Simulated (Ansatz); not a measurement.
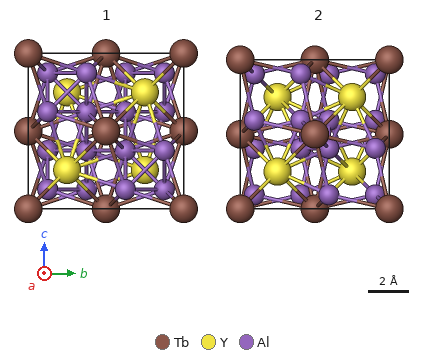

Two geometries of solid TbYAl$_{4}$ (a generated structure, set up in F-43m) (coarse preliminary run), drawn at one scale. One is the start of a relaxation, the other its converged end. The picture is a ball-and-stick view of the conventional cell (4 times the calculation's cell), seen along the a axis. Lengths and directions refer to the drawn axes.

These are results of Ansatz, DFT PBE, scalar-relativistic, plane waves, PAW; 4f electrons in the core of a trivalent norm-conserving potential, not measurements. Set-up: plane-wave cutoff 690 eV; k-point mesh 4 × 4 × 4; occupations gaussian; smearing width 0.1 eV; no spin polarisation; cell and atoms relaxed; force threshold 0.04 eV/Å; at most 70 steps.

**Which geometry has the lower energy?**

Structure 1 is the relaxed one. The largest moves relative to the cell, 0.42 Å, are those of Al atoms. Y and Tb stay in place. Cell: a = b = c 7.563 → 7.884 Å (+4.2 %). Volume +13.3 %. Near-neighbour distances that change, for instance: Al–Al 2.013 → 2.786 Å, Al–Al 3.335 → 2.789 Å, Al–Y 3.091 → 3.268 Å, Tb–Y 3.275 → 3.414 Å. The space group stays F-43m (No. 216). After 5 accepted moves (6 points after the start) the energy has fallen by 1772 meV per atom. The largest force component goes from 9.8 to 0.0089 eV/Å. The pressure goes from 43.66 to 0.19 GPa. The SCF was repeated once at an unchanged geometry on a basis and grid sized afresh for the cell, which shifted the energy by 0.2 meV per atom at most. Cost: 32 s on 1 thread of Arm Neoverse V1 (shared host), peak memory 0.39 GiB.
